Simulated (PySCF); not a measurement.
# H8N4Ti, SMILES `N[Ti](N)(N)N`: electronic structure

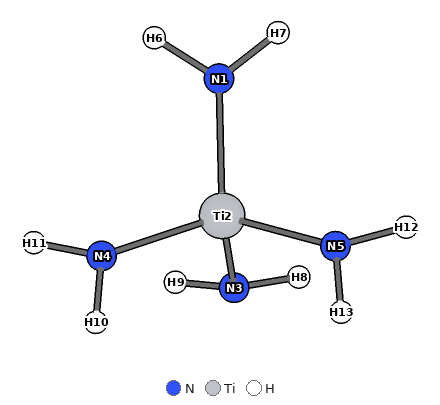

The molecule, with its atoms numbered as below. No frequency check shows the geometry to be a minimum.

Cartesian coordinates (Å):

```
N1      -0.0028    1.7815   -0.5885
Ti2     -0.0000   -0.0141   -0.0432
N3       0.0018   -0.0070    1.8432
N4       1.5587   -0.8869   -0.6028
N5      -1.5575   -0.8905   -0.6005
H6       0.8215    2.1894   -1.0359
H7      -0.8282    2.1875   -1.0347
H8      -0.8209    0.3907    2.3061
H9       0.8234    0.3926    2.3049
H10      1.6358   -1.9059   -0.5965
H11      2.4806   -0.5039   -0.3808
H12     -2.4799   -0.5096   -0.3771
H13     -1.6323   -1.9097   -0.5941
```

### 1. Bonding charge

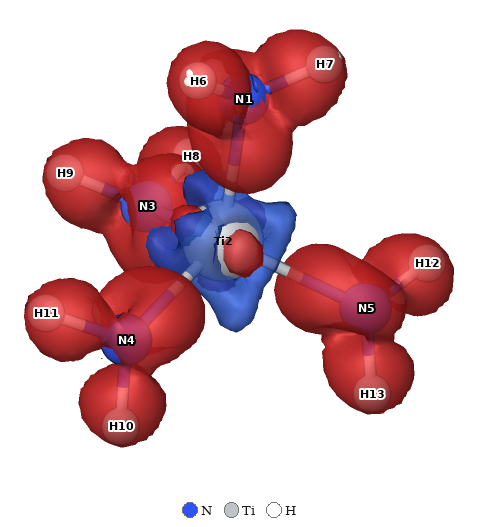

Deformation density (molecule less spherical, spin-averaged free atoms at the same positions), surfaces at ±0.11 e/Å³; red: gain, blue: loss.

PySCF calculation, PBE0/def2-TZVP, gas phase; geometry: GFN2-xTB. This is a single-reference result, which may miss multireference character in this system.

**How much density has each bond gained at its critical point, relative to the free atoms?**

N4–H10 and N5–H13: +0.77 e/Å³ at the bond critical point (bond length 1.02 Å, Mayer order 0.9). N5–H12 and N4–H11: +0.76 e/Å³ at the bond critical point (bond length 1.02 Å, Mayer order 0.9). N1–H7 and N1–H6: +0.76 e/Å³ at the bond critical point (bond length 1.02 Å, Mayer order 0.9). N3–H9 and N3–H8: +0.76 e/Å³ at the bond critical point (bond length 1.02 Å, Mayer order 0.9). Ti2–N3: +0.25 e/Å³ at the bond critical point (bond length 1.89 Å, Mayer order 1.0). N1–Ti2: +0.23 e/Å³ at the bond critical point (bond length 1.88 Å, Mayer order 1.0). Ti2–N4 and Ti2–N5: +0.22 e/Å³ at the bond critical point (bond length 1.87 Å, Mayer order 1.0). In all, 3.1 electrons gather in the regions of gain relative to the promolecule.

**Where do the Hirshfeld charges lie?**

The highest Hirshfeld charge is on Ti2 (+0.61 e), the lowest on N3 (−0.39 e).

| atom | charge (e) |
| --- | --- |
| N1 | −0.38 |
| Ti2 | +0.61 |
| N3 | −0.39 |
| N4 | −0.36 |
| N5 | −0.36 |
| H6 | +0.11 |
| H7 | +0.11 |
| H8 | +0.10 |
| H9 | +0.10 |
| H10 | +0.12 |
| H11 | +0.11 |
| H12 | +0.11 |
| H13 | +0.12 |

### 2. Bond critical points

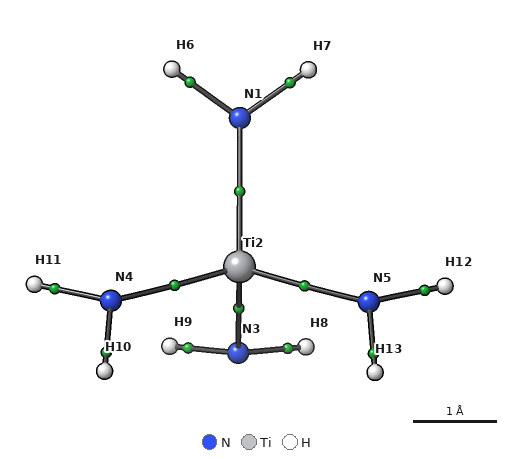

Molecular graph of the electron density (QTAIM): bond paths, bond critical points (green), ring points (magenta, if any); weak paths are dashed.

**How many critical points of each kind are there, and does the count close?**

13 nuclei, 12 bond, 0 ring and 0 cage critical points: 13 − 12 + 0 − 0 = 1, as the Poincaré–Hopf relation requires.

**Give the properties at the bond critical points.**

```csv
bond,length (Å),ρ (a.u.),∇²ρ (a.u.),ε,H (a.u.)
N4–H10 (2 alike),1.022,0.323,−1.49,0.02,−0.433
N5–H12 (2 alike),1.023,0.323,−1.47,0.03,−0.429
N1–H7 (2 alike),1.022,0.323,−1.47,0.03,−0.429
N3–H9 (2 alike),1.024,0.322,−1.44,0.03,−0.423
Ti2–N4 (2 alike),1.872,0.144,+0.44,0.21,−0.050
N1–Ti2,1.877,0.143,+0.43,0.16,−0.049
Ti2–N3,1.886,0.143,+0.40,0.19,−0.050
```

**What kind of interaction is Ti2–N3?**

Polar or intermediate (positive Laplacian, negative energy density H): ρ = 0.143, ∇²ρ = +0.40, H = −0.050 a.u. Its ellipticity of 0.19 shows that the density isn't cylindrical about the bond.

### 3. Electrostatic potential

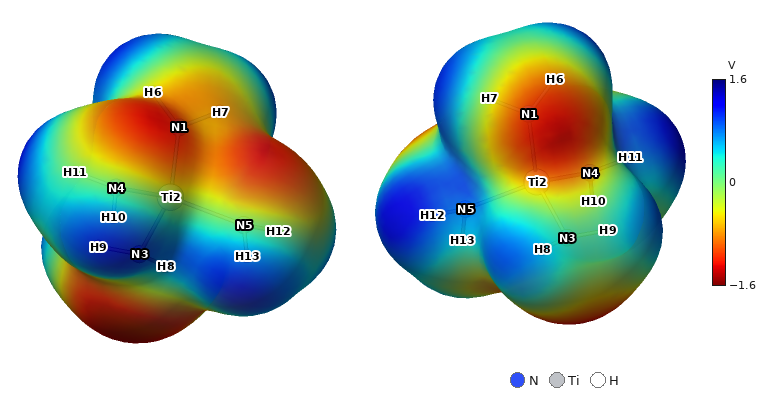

Electrostatic potential on the surface of electron density 0.001 a.u. (back view left, front view right).

**Where are the extremes of the potential on the surface?**

Highest: 1.26 V, 1.3 Å from H11. Further maxima include 1.06 V, 1.3 Å from H6. Lowest: −1.55 V, 2.1 Å from N3. Further minima include −1.32 V, 2.1 Å from N1; −1.29 V, 2.1 Å from N5, and at like points elsewhere. The surface is sampled at points, so like sites can differ by a few per cent and only the strongest of them is named.

### 4. In an electric field

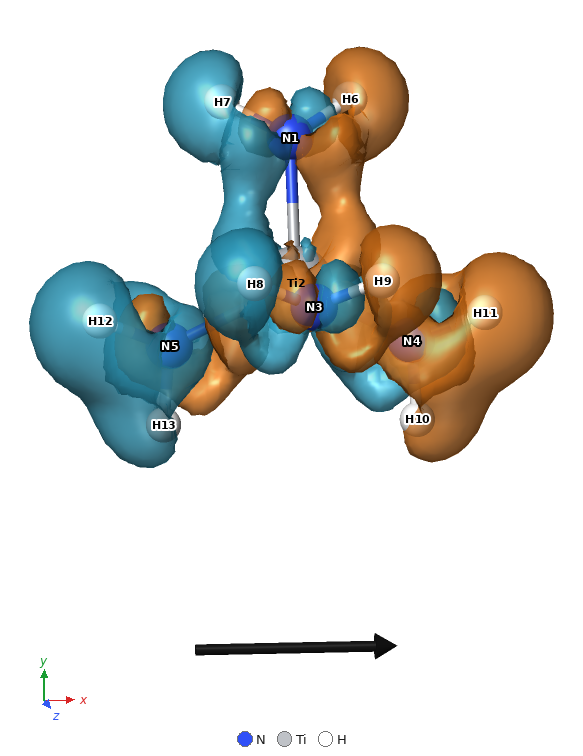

Change of the electron density in a uniform field of 0.21 V/Å along +x (arrow), surfaces at ±0.0015 e/Å³ (light blue: gain, orange: loss).

PySCF calculation, PBE0/def2-TZVP, gas phase; geometry: GFN2-xTB. This is a single-reference result, which may miss multireference character in this system. A basis without diffuse functions makes polarisabilities too small.

**What dipole is induced, and what polarisability does it imply?**

The induced dipole is 0.74 D (along the field); α along this axis, from the fields in both directions, is 72 bohr³ (10.7 Å³).

**Which atoms gain and lose the most charge?**

Electrons gather most on H12 (Hirshfeld charge changes by −0.009 e) and leave H11 most (+0.009 e); 0.067 electrons are displaced in all.

### 5. Removing or adding an electron

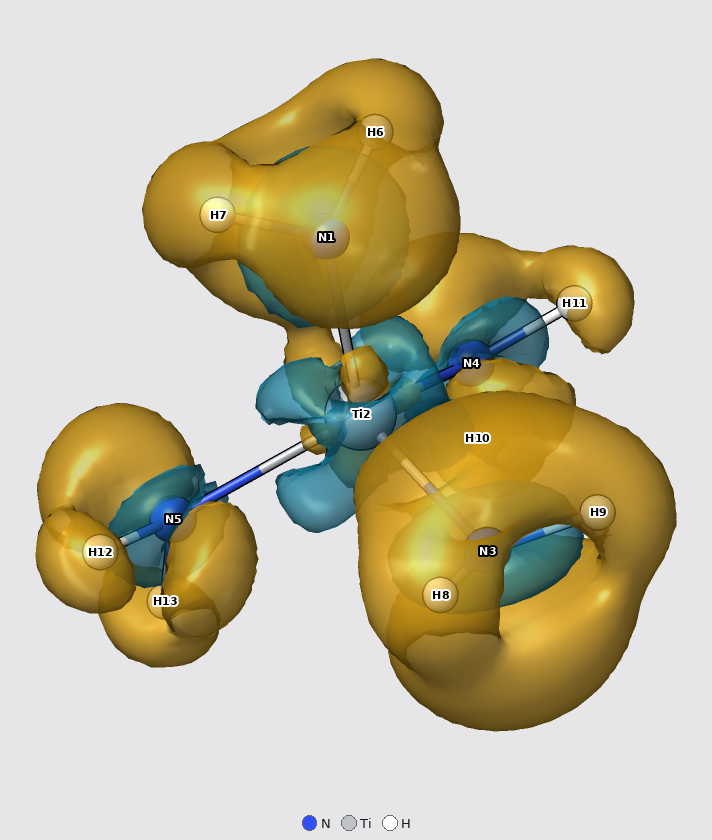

Fukui function f⁻ = ρ(N) − ρ(N−1) at fixed geometry, surfaces at ±0.015 e/Å³ (yellow positive, teal negative).

**Which atoms respond most to the removal of an electron?**

f⁻ (Hirshfeld-condensed) is largest on N3 (0.22) and N1 (0.15); the vertical ionisation energy is 8.04 eV (the stability of the cation's solution wasn't checked). Condensed values hint at sites of electrophilic attack but needn't mark the atom that reacts. Orbital relaxation makes it negative in places (0.23 e in all).

```json
{"atom": "N1", "f⁻": "+0.15", "charge": "−0.38"}
{"atom": "Ti2", "f⁻": "+0.08", "charge": "+0.61"}
{"atom": "N3", "f⁻": "+0.22", "charge": "−0.39"}
{"atom": "N4", "f⁻": "+0.07", "charge": "−0.36"}
{"atom": "N5", "f⁻": "+0.07", "charge": "−0.36"}
{"atom": "H6", "f⁻": "+0.06", "charge": "+0.11"}
{"atom": "H7", "f⁻": "+0.06", "charge": "+0.11"}
{"atom": "H8", "f⁻": "+0.07", "charge": "+0.10"}
{"atom": "H9", "f⁻": "+0.07", "charge": "+0.10"}
{"atom": "H10", "f⁻": "+0.04", "charge": "+0.12"}
{"atom": "H11", "f⁻": "+0.04", "charge": "+0.11"}
{"atom": "H12", "f⁻": "+0.04", "charge": "+0.11"}
{"atom": "H13", "f⁻": "+0.04", "charge": "+0.12"}
```
